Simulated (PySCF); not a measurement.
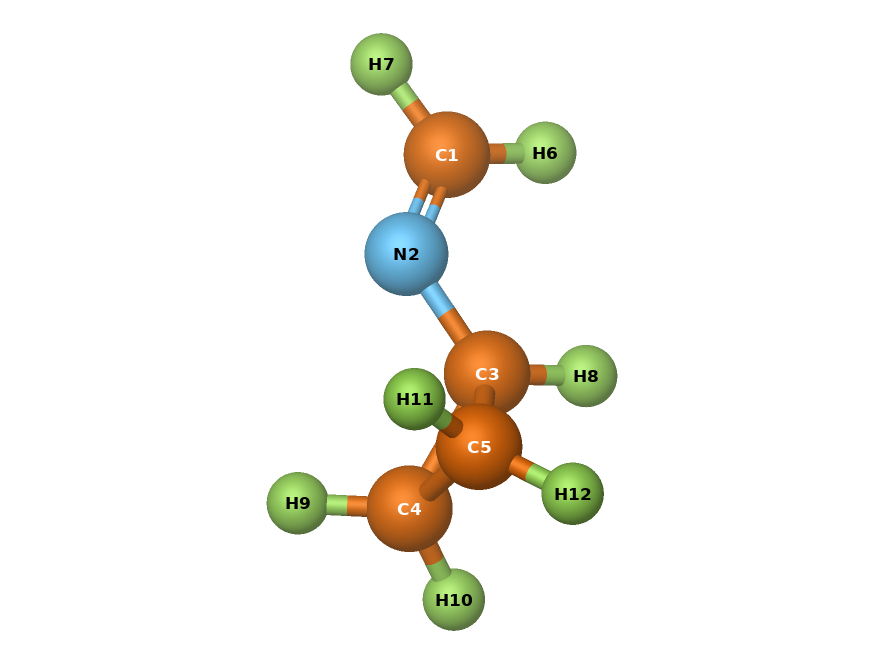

Computed geometry: GFN2-xTB optimisation. No frequency run is at hand to confirm it as a minimum. Electric field gradients from the ground-state density, PBE0/pcSseg-1 (PySCF 2.14.0), non-relativistic apart from any core potentials.

Give the largest field-gradient component, the quadrupole coupling constant and the asymmetry for 14N at N2 (Q = 20.44 mb), 2H at H6 (Q = 2.86 mb), 2H at H7 (Q = 2.86 mb), 2H at H8 (Q = 2.86 mb), 2H at H9 (Q = 2.86 mb).

```json
{"atom": "N2", "V_zz (a.u.)": "−1.164", "e²qQ/h (MHz)": "−5.59", "η": "0.47"}
{"atom": "H6", "V_zz (a.u.)": "0.295", "e²qQ/h (MHz)": "0.198", "η": "0.06"}
{"atom": "H7", "V_zz (a.u.)": "0.327", "e²qQ/h (MHz)": "0.220", "η": "0.04"}
{"atom": "H8", "V_zz (a.u.)": "0.299", "e²qQ/h (MHz)": "0.201", "η": "0.13"}
{"atom": "H9", "V_zz (a.u.)": "0.332", "e²qQ/h (MHz)": "0.223", "η": "0.06"}
```
